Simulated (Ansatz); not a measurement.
## GeF2 (SMILES [F][Ge][F]): where methods fail along a bond

GeF2 has 3 atoms, charge 0, and is taken as a singlet. As SMILES, `[F][Ge][F]`. The shape comes from GFN2-xTB, which is rough for such elements, and wasn't checked as a minimum.

```xyz
3

Ge    0.0045   -0.0079   -0.8123
F     1.3208   -0.0187    0.4151
F    -1.3253    0.0267    0.3972
```

The Ge1–F3 distance is scanned; the parts on either side stay rigid. Basis STO-3G, 11 core orbitals frozen in the correlated methods; program Ansatz 0.2.0. FCI is exact within this basis and core. Energies in eV from each method's value at 1.798 Å; methods without a U are spin-restricted; a dash marks a point that is missing or didn't converge. The shape above is that at 1.798 Å.

| distance (Å) | HF | BLYP | r2SCAN | CAM-B3LYP | MP2 | CCSDT(Q) | FCI |
| --- | --- | --- | --- | --- | --- | --- | --- |
| 1.798 | 0.00 | 0.00 | 0.00 | 0.00 | 0.00 | 0.00 | 0.00 |
| 2.247 | 2.75 | 2.02 | 2.18 | 2.49 | 2.37 | 1.88 | 1.89 |
| 2.697 | 5.79 | 4.15 | 4.43 | 5.07 | 4.52 | 3.39 | 3.39 |
| 3.596 | 9.16 | 6.27 | 6.62 | 7.81 | 4.96 | 4.02 | 4.01 |
| 4.495 | 10.13 | 6.66 | 7.01 | 8.54 | 2.88 | – | 4.03 |

Departure from the FCI curve at its largest: HF +6.10 eV at 4.50 Å; BLYP +2.63 eV at 4.50 Å; r2SCAN +2.98 eV at 4.50 Å; CAM-B3LYP +4.51 eV at 4.50 Å; MP2 -1.15 eV at 4.50 Å; CCSDT(Q) -0.02 eV at 2.25 Å. The curve of MP2 turns over, which the reference doesn't. Restricted functionals keep the electrons paired too, and rise too high. Restricted Hartree–Fock keeps the electrons paired, so it rises far too high as the bond breaks.

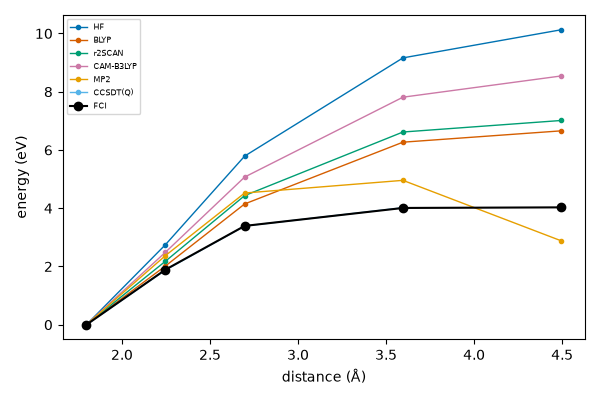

The curves of the table.
